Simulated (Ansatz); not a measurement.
**Run report: TiClF$_{4}$, geometry relaxation**

TiClF$_{4}$, multiplicity 2, computed with UKS BHLYP/def2-SVP (Ansatz 0.2.0).

It belongs to a series of runs on one base structure; here: end point A relaxed. Figures and captions count atoms from 1; the log counts them from 0 in places.

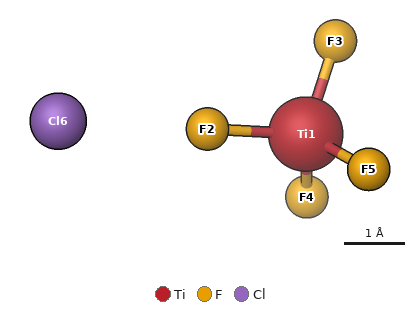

**Figure 1.** The structure as given in the input (ball-and-stick view, seen at a tilt; atoms are numbered from 1 in the order of the input). Sticks mark near contacts.

Input
```yaml
crystal:
  periodic: [false, false, false]
  atoms:
    - { symbol: Ti, position_ang: [0.000446, 0.0, -0.070846] }
    - { symbol: F, position_ang: [0.000228, 0.0, 1.707163] }
    - { symbol: F, position_ang: [1.617487, 0.0, -0.637658] }
    - { symbol: F, position_ang: [-0.808079, 1.400315, -0.637833] }
    - { symbol: F, position_ang: [-0.808079, -1.400315, -0.637833] }
    - { symbol: Cl, position_ang: [-0.000102, 0.0, 4.408807] }
magnetization:
  spin_polarized: true
  initial_magnetization: 1
basis:
  gaussian: { orbitals: def2-SVP }
hamiltonian:
  xc: { name: BHLYP }
relax:
  f_tol: 0.03
  max_steps: 50
output:
  orbitals: {}
```

Launched with:
```bash
ansatz run input.yaml --threads 4 --pin off --max-ram 5120MiB --backend cpu --events-out ev --progress --plain --runs-dir out
```

What the program printed
```
The last accepted step is kept in [file] (removed where the run ends without a failure and the disk answers)
Engine: ansatz 0.2.0, aarch64-unknown-linux-gnu
Functional definition: BHLYP
  parameter a = 0.5
  exchange = (1 - a)*b88_x + a*exact_x
  correlation = lyp_c
1121 factors; integrals over basis functions are off by at most 1.8e-4 eV
mean field evaluation 1: about -46480.7458 eV, gradient 5.1e1 eV
mean field evaluation 2: about -46399.2210 eV, gradient 1.8e2 eV
mean field evaluation 4: about -46490.4783 eV, gradient 3.8e0 eV
mean field evaluation 8: about -46490.6354 eV, gradient 2.5e-1 eV
mean field evaluation 16: about -46490.6357 eV, gradient 1.8e-4 eV
mean field evaluation 32: about -46490.5729 eV, gradient 3.1e-1 eV
mean field -46490.63566816 eV, -1708.4993483202 hartree, gradient 4.5e-6 eV, S^2 0.752666; 2 other end points of the search recorded, 0 dependent functions left out
the calculation of the forces begins
reference -46490.63590995 eV, -1708.4993572059 hartree; 38, 37 occupied and 67, 68 virtual orbitals, 1121 factors
relax step   1: F+E_penalty+E_count = -46490.63566816 eV  Δ(F+E_penalty+E_count) = +0.000e0 eV  max|allowed force component| = 1.643e0 eV/Å  Δτ_max = 0.0000 Å  (90 SCF iters, accepted)
these checks for a lower state are left out or cut short: starts, cluster_reference, orbital_swaps, neighbouring_geometries, increment
1121 factors; integrals over basis functions are off by at most 2.2e-4 eV
mean field -46490.67234316 eV, -1708.5006961015 hartree, gradient 4.0e-6 eV, S^2 0.752661; 0 other end points of the search recorded, 0 dependent functions left out
the calculation of the forces begins
reference -46490.67258495 eV, -1708.5007049871 hartree; 38, 37 occupied and 67, 68 virtual orbitals, 1121 factors
relax step   2: F+E_penalty+E_count = -46490.67234316 eV  Δ(F+E_penalty+E_count) = -3.667e-2 eV  max|allowed force component| = 7.091e-1 eV/Å  Δτ_max = 0.0210 Å  (68 SCF iters, accepted)
these checks for a lower state are left out or cut short: starts, cluster_reference, orbital_swaps, neighbouring_geometries, increment
1121 factors; integrals over basis functions are off by at most 2.6e-4 eV
mean field -46490.68055575 eV, -1708.5009979088 hartree, gradient 8.1e-6 eV, S^2 0.752653; 0 other end points of the search recorded, 0 dependent functions left out
the calculation of the forces begins
reference -46490.68079770 eV, -1708.5010068004 hartree; 38, 37 occupied and 67, 68 virtual orbitals, 1121 factors
relax step   3: F+E_penalty+E_count = -46490.68055575 eV  Δ(F+E_penalty+E_count) = -8.213e-3 eV  max|allowed force component| = 1.262e-1 eV/Å  Δτ_max = 0.0200 Å  (69 SCF iters, accepted)
these checks for a lower state are left out or cut short: starts, cluster_reference, orbital_swaps, neighbouring_geometries, increment
1121 factors; integrals over basis functions are off by at most 2.5e-4 eV
mean field evaluation 64: about -46490.6814 eV, gradient 4.0e-4 eV
mean field -46490.68142559 eV, -1708.5010298746 hartree, gradient 4.2e-7 eV, S^2 0.752648; 0 other end points of the search recorded, 0 dependent functions left out
the calculation of the forces begins
reference -46490.68166782 eV, -1708.5010387765 hartree; 38, 37 occupied and 67, 68 virtual orbitals, 1121 factors
relax step   4: F+E_penalty+E_count = -46490.68142559 eV  Δ(F+E_penalty+E_count) = -8.698e-4 eV  max|allowed force component| = 3.054e-2 eV/Å  Δτ_max = 0.0265 Å  (102 SCF iters, accepted)
these checks for a lower state are left out or cut short: starts, cluster_reference, orbital_swaps, neighbouring_geometries, increment
1121 factors; integrals over basis functions are off by at most 2.5e-4 eV
mean field -46490.68163147 eV, -1708.5010374409 hartree, gradient 5.0e-6 eV, S^2 0.752645; 0 other end points of the search recorded, 0 dependent functions left out
the calculation of the forces begins
reference -46490.68187388 eV, -1708.5010463492 hartree; 38, 37 occupied and 67, 68 virtual orbitals, 1121 factors
relax step   5: F+E_penalty+E_count = -46490.68163147 eV  Δ(F+E_penalty+E_count) = -2.059e-4 eV  max|allowed force component| = 7.630e-3 eV/Å  Δτ_max = 0.0163 Å  (60 SCF iters, accepted)
these checks for a lower state are left out or cut short: starts, cluster_reference, orbital_swaps, neighbouring_geometries, increment
1121 factors; integrals over basis functions are off by at most 2.5e-4 eV
mean field evaluation 96: about -46490.6816 eV, gradient 2.0e-5 eV
mean field -46490.68162314 eV, -1708.5010371345 hartree, gradient 2.6e-6 eV, S^2 0.752645; 0 other end points of the search recorded, 0 dependent functions left out
the calculation of the forces begins
reference -46490.68186555 eV, -1708.5010460430 hartree; 38, 37 occupied and 67, 68 virtual orbitals, 1121 factors
relax step   6: F+E_penalty+E_count = -46490.68162314 eV  Δ(F+E_penalty+E_count) = +8.336e-6 eV  max|allowed force component| = 8.934e-3 eV/Å  Δτ_max = 0.0241 Å  (75 SCF iters, rejected (line search))
relax step   7: F+E_penalty+E_count = -46490.68163147 eV  Δ(F+E_penalty+E_count) = +0.000e0 eV  max|allowed force component| = 7.630e-3 eV/Å  Δτ_max = 0.0000 Å  (60 SCF iters, accepted)
1121 factors; integrals over basis functions are off by at most 2.5e-4 eV
mean field evaluation 128: about -46490.5638 eV, gradient 3.0e0 eV
```

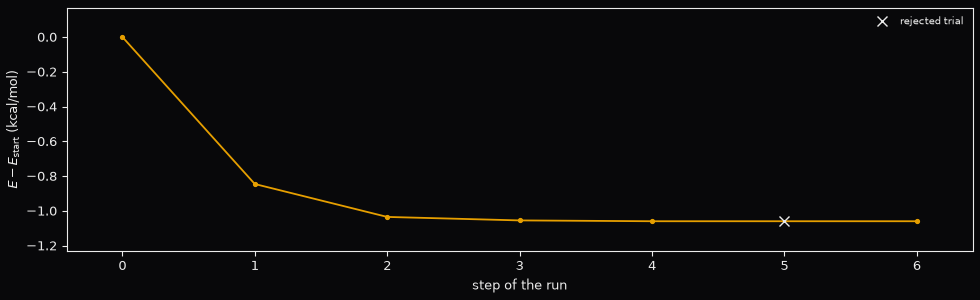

**Figure 2.** Progress of the relaxation, step by step (the first geometry is step 0 here and step 1 in the log).

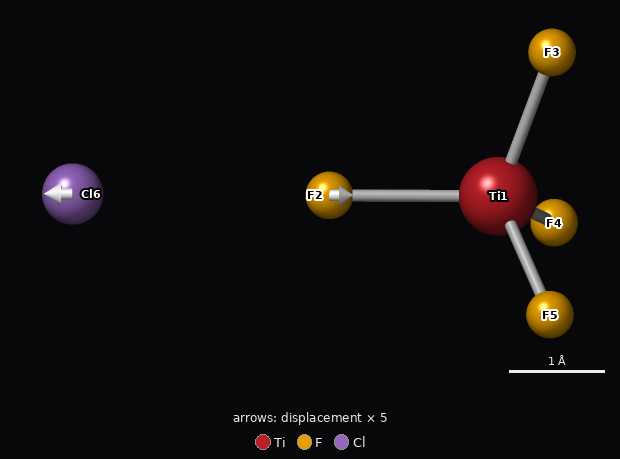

**Figure 3.** The starting structure with the displacements as white arrows, magnified 5 times (ball-and-stick view, seen at a tilt). The two geometries are laid on each other by the best rigid fit. Cl6 moves most after the best rigid fit: 0.061 Å. By element the largest moves are Cl 0.061 Å, F 0.051 Å, Ti 0.002 Å. Among the contacts that change: Ti1–F2 1.778 → 1.725 Å. Over 6 geometry steps the energy falls by 1.06 kcal/mol. Largest force component: 1.6 eV/Å at the start, 0.0076 eV/Å at the end. The line search rejected the trial step at point 5 (counted from 0) and went back. (Atoms are counted from 1 in the order of the input.)

```
mean field -46490.68163147 eV, -1708.5010374409 hartree, gradient 5.0e-6 eV, S^2 0.752645; 3 other end points of the search recorded, 0 dependent functions left out
the calculation of the forces begins
reference -46490.68187388 eV, -1708.5010463492 hartree; 38, 37 occupied and 67, 68 virtual orbitals, 1121 factors
Total energy: -46490.68187388 eV, -1708.5010463492 hartree
Atom 0 at     0.000449     0.000000    -0.068715 Å, force    -0.000011     0.000000    -0.007630 eV/Å
Atom 1 at     0.000477     0.000000     1.655837 Å, force     0.000029     0.000000     0.001063 eV/Å
Atom 2 at     1.619137    -0.000000    -0.641770 Å, force    -0.002778    -0.000000     0.000920 eV/Å
Atom 3 at    -0.808933     1.401823    -0.641713 Å, force     0.001389    -0.002409     0.000939 eV/Å
Atom 4 at    -0.808933    -1.401823    -0.641713 Å, force     0.001389     0.002409     0.000939 eV/Å
Atom 5 at    -0.000295    -0.000000     4.469874 Å, force    -0.000018    -0.000000     0.003769 eV/Å
Dipole moment:     0.000029     0.000000    -0.066840 e Å
```

Trajectory as extended XYZ (Å, eV, eV/Å), 7 frames, from step=1 to step=7
```
6
Properties=species:S:1:pos:R:3:forces:R:3 step=1 energy=-46490.63567
Ti    0.0004    0.0000   -0.0708   -0.0005   0.0000   1.6426
F     0.0002    0.0000    1.7072    0.0003   0.0000  -1.5795
F     1.6175    0.0000   -0.6377    0.0013   0.0000  -0.0375
F    -0.8081    1.4003   -0.6378   -0.0005   0.0013  -0.0376
F    -0.8081   -1.4003   -0.6378   -0.0005  -0.0013  -0.0376
Cl   -0.0001    0.0000    4.4088    0.0000   0.0000   0.0495
6
Properties=species:S:1:pos:R:3:forces:R:3 step=2 energy=-46490.67234
Ti    0.0004    0.0000   -0.0596   -0.0002   0.0000   0.7091
F     0.0003    0.0000    1.6862    0.0001   0.0000  -0.6729
F     1.6151    0.0000   -0.6341    0.0670   0.0000  -0.0281
F    -0.8069    1.3983   -0.6342   -0.0335   0.0582  -0.0282
F    -0.8069   -1.3983   -0.6342   -0.0335  -0.0582  -0.0282
Cl   -0.0001    0.0000    4.4077    0.0000   0.0000   0.0483
6
Properties=species:S:1:pos:R:3:forces:R:3 step=3 energy=-46490.68056
Ti    0.0004    0.0000   -0.0570    0.0000   0.0000  -0.1262
F     0.0003    0.0000    1.6662    0.0000   0.0000   0.0435
F     1.6177    0.0000   -0.6348   -0.0100   0.0000   0.0168
F    -0.8082    1.4005   -0.6349    0.0050  -0.0086   0.0168
F    -0.8082   -1.4005   -0.6349    0.0050   0.0086   0.0168
Cl   -0.0002    0.0000    4.4271    0.0000   0.0000   0.0322
6
Properties=species:S:1:pos:R:3:forces:R:3 step=4 energy=-46490.68143
Ti    0.0004    0.0000   -0.0640    0.0000   0.0000  -0.0305
F     0.0004    0.0000    1.6605    0.0000   0.0000   0.0053
F     1.6180    0.0000   -0.6394    0.0067   0.0000   0.0038
F    -0.8084    1.4009   -0.6394   -0.0033   0.0058   0.0038
F    -0.8084   -1.4009   -0.6394   -0.0033  -0.0058   0.0038
Cl   -0.0002    0.0000    4.4535    0.0000   0.0000   0.0138
6
Properties=species:S:1:pos:R:3:forces:R:3 step=5 energy=-46490.68163
Ti    0.0004    0.0000   -0.0687    0.0000   0.0000  -0.0076
F     0.0005    0.0000    1.6558    0.0000   0.0000   0.0011
F     1.6191    0.0000   -0.6418   -0.0028   0.0000   0.0009
F    -0.8089    1.4018   -0.6417    0.0014  -0.0024   0.0009
F    -0.8089   -1.4018   -0.6417    0.0014   0.0024   0.0009
Cl   -0.0003    0.0000    4.4699    0.0000   0.0000   0.0038
6
Properties=species:S:1:pos:R:3:forces:R:3 step=6 energy=-46490.68162 accepted=F
Ti    0.0055    0.0000   -0.0687   -0.0089   0.0000  -0.0066
F     0.0246    0.0000    1.6558    0.0027   0.0000  -0.0031
F     1.6175    0.0000   -0.6608   -0.0077   0.0000   0.0024
F    -0.8125    1.4007   -0.6322    0.0070  -0.0015   0.0018
F    -0.8125   -1.4007   -0.6322    0.0070   0.0015   0.0018
Cl   -0.0208    0.0000    4.4699   -0.0001   0.0000   0.0036
6
Properties=species:S:1:pos:R:3:forces:R:3 step=7 energy=-46490.68163
Ti    0.0004    0.0000   -0.0687    0.0000   0.0000  -0.0076
F     0.0005    0.0000    1.6558    0.0000   0.0000   0.0011
F     1.6191    0.0000   -0.6418   -0.0028   0.0000   0.0009
F    -0.8089    1.4018   -0.6417    0.0014  -0.0024   0.0009
F    -0.8089   -1.4018   -0.6417    0.0014   0.0024   0.0009
Cl   -0.0003    0.0000    4.4699    0.0000   0.0000   0.0038
```

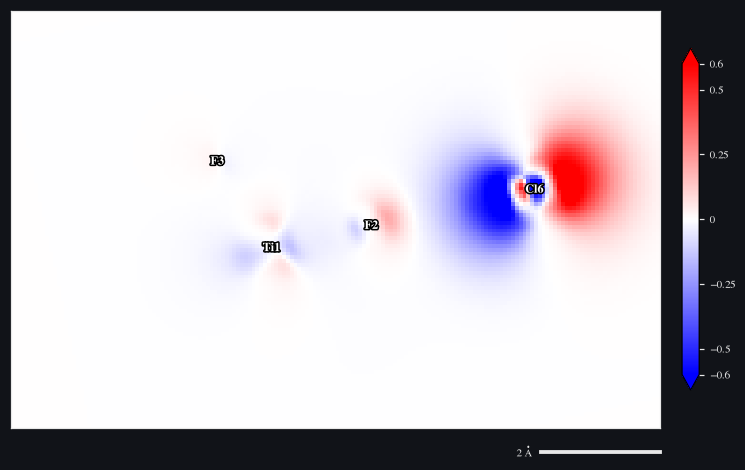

**Figure 4.** The LUMO (β) on the plane of atoms F2, Ti1 and F3 (values in Å⁻³ᐟ²; the overall sign is arbitrary). Its weight (Hirshfeld) is mainly on Cl6 (95 %). Its energy is −4.13 eV.

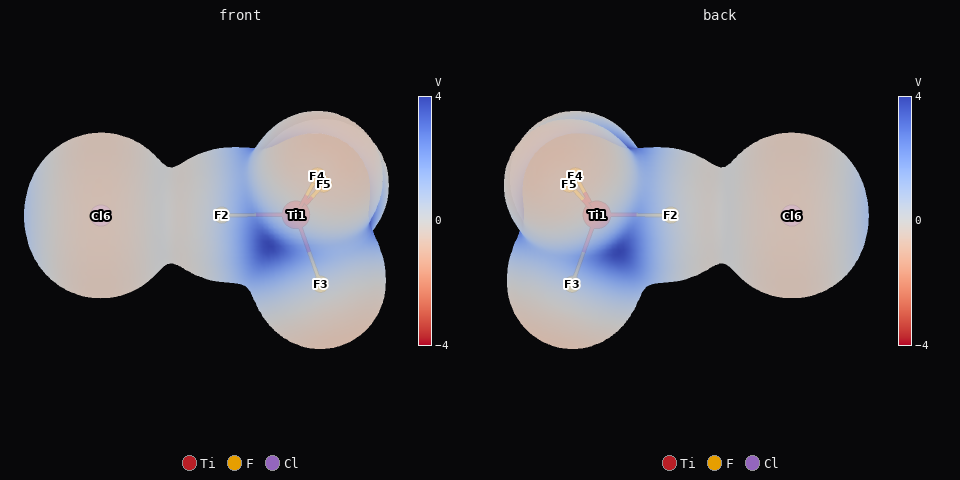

**Figure 5.** The electrostatic potential painted on the density surface at 0.002 e/bohr³, seen face on and from behind; the colour scale runs from red (negative) to blue (positive). A positive charge is drawn to the negative regions and a negative charge to the positive ones.

Key numbers

| quantity | value |
| --- | --- |
| outcome | converged |
| total energy | −46490.6819 eV |
| mean-field energy | −46490.6819 eV |
| ⟨S²⟩ | 0.753 |
| largest force (length of the vector) at the end | 0.008 eV/Å |
| hardware | 4 threads of Arm Neoverse V2, 24 GiB of memory available, shared host |
| wall time | 30 s (CPU time 1.9 min) |
| peak memory | 0.45 GiB |
